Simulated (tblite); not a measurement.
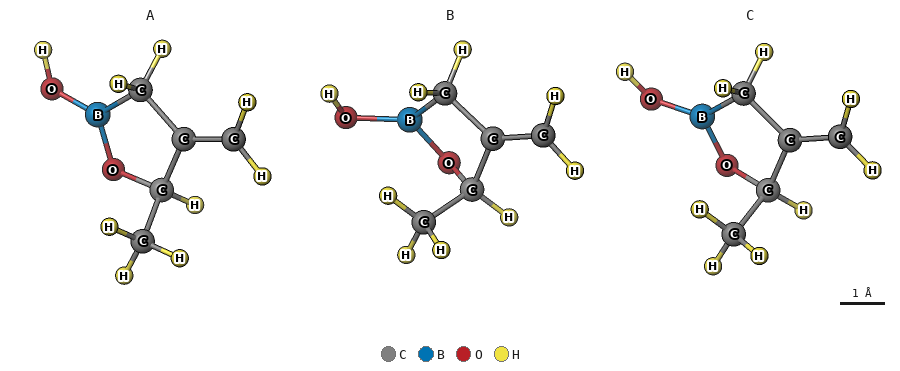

3 geometries from one relaxation of C$_{5}$H$_{9}$BO$_{2}$, in shuffled order. A ball-and-stick model, seen at a tilt.

Level of theory: tblite 0.8.0, GFN2-xTB geometry optimisation, gas phase. 

**Order the frames from highest to lowest energy.**

B, C, A. They are steps 0, 18, 89, at +132.8 kJ/mol, +22.5 kJ/mol relative to the last. Over 89 geometry steps the energy falls by 132.8 kJ/mol. The largest move after the best rigid fit is that of an H atom, 1.35 Å. Largest moves by element: H 1.35 Å, O 0.91 Å, C 0.64 Å, B 0.32 Å. Near-neighbour distances that change, for instance: B–O 1.464 → 1.348 Å, C–C 1.493 → 1.530 Å, C–H 1.122 → 1.086 Å, H–O 0.986 → 0.955 Å. Among the angles between lasting bonds that change: B–O–C 101.1° → 112.1°, O–B–O 127.5° → 119.9°, C–B–O 123.0° → 129.8°. Groups turn about B–O by about 50°, C–O by about 45°, C–C by about 35°.
